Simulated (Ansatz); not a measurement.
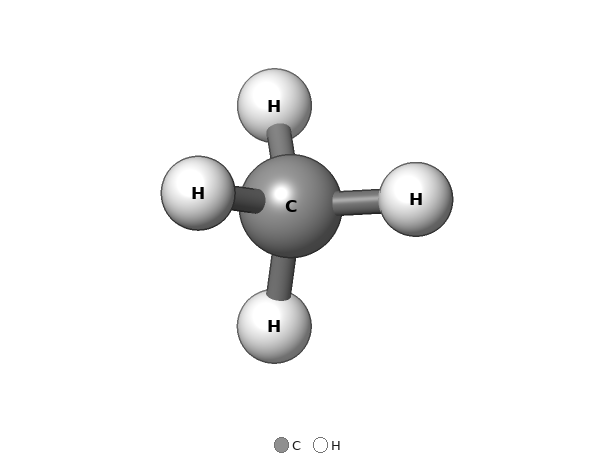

Every bond is drawn as one stick, whatever its order.

The computed structure is the end point of a PBE0-D4/def2-TZVP optimisation.

Count the atoms of each element.

CH4, 5 atoms: 1 carbon and 4 hydrogen.

Which point group does it belong to?

Td.

How many bonds of each kind are drawn?

4 C–H. Sticks follow a distance rule.

How many sets of symmetry-equivalent atoms are there?

2: 1 C, 4 H.

More results for the same structure follow; atom numbers are the same in all pictures, views and colours differ.

**Geometry**

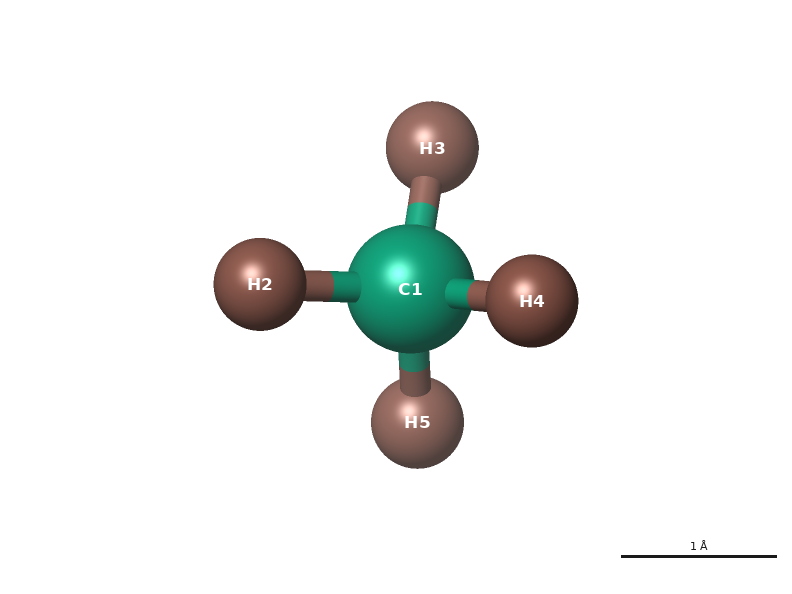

Numbered structure.

What are the angles H2–C1–H3?

```
   angle  degrees
H2–C1–H3    109.5
```

**Electronic properties**

Method: RKS PBE0-D4/def2-TZVPP (Ansatz 0.2.0).

Give the HOMO energy (Kohn–Sham orbital) at this level.

−10.98 eV.

What is the LUMO energy (Kohn–Sham orbital)?

1.70 eV.

**Vibrations**

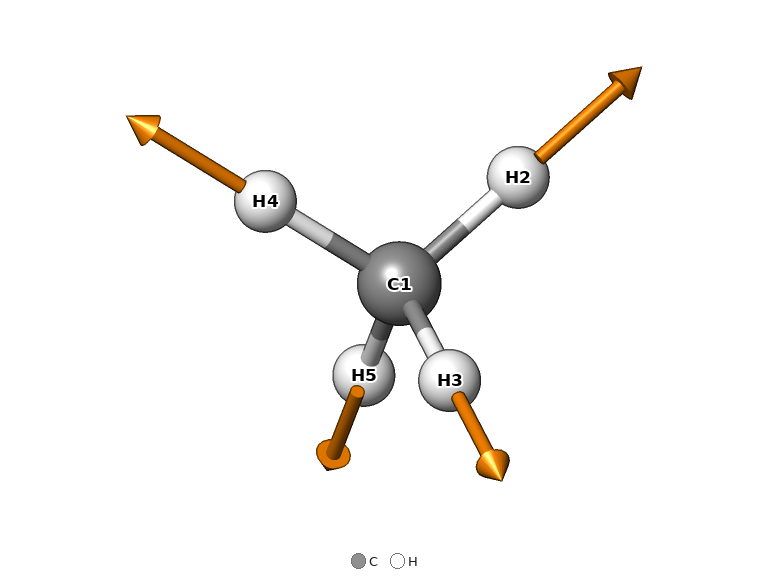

The arrows show one normal mode. Harmonic vibrations computed with RKS PBE0-D4/def2-TZVP (Ansatz 0.2.0) at a stationary point of the same level.

What kind of motion is it?

Mostly in-phase stretching of 4 C–H bonds.

At what wavenumber does it lie?

3047 cm⁻¹; it is mode 6 of 9 counted from the lowest.

**Charges**

The questions are on Mulliken charges. Properties computed with RKS PBE0-D4/def2-TZVP (Ansatz 0.2.0).

Give the Mulliken charges atom by atom.

```csv
atom,value (e)
C1,−0.53
H2,0.13
H3,0.13
H4,0.13
H5,0.13
```

Mulliken values depend strongly on the basis set and can even reverse the polarity of a bond.
